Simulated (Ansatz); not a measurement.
A computed series for SiC: response to strain

Start from SiC (space group P6_3mc, No. 186; a = 3.078 Å, c = 10.076 Å). Axes: x lies along a and z along c of the hexagonal cell.

Strains are applied to the cell and any free atomic positions relax.

Level of theory: DFT with PBEsol, PAW potentials and a 420 eV plane-wave cutoff in Ansatz (an electronic-structure program), spin-orbit coupling left out.

Notes on the quantities. pressure: mean of the normal stresses, compression positive.

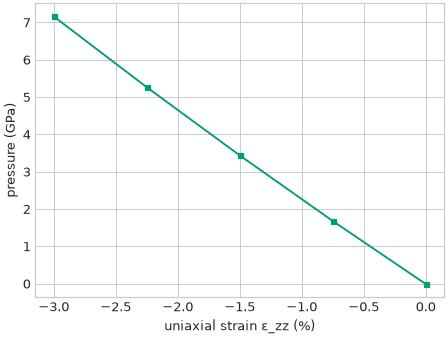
Pressure against uniaxial strain ε_zz

Question: From the plot, what is the pressure for uniaxial strain ε_zz = −0.75 %?

Answer: About 1.7 GPa.

Question: Is the trend monotonic over the range shown?

Answer: Yes, it falls throughout, spanning -0.01 GPa to 7.16 GPa.

Whether these cells are dynamically stable was not tested.
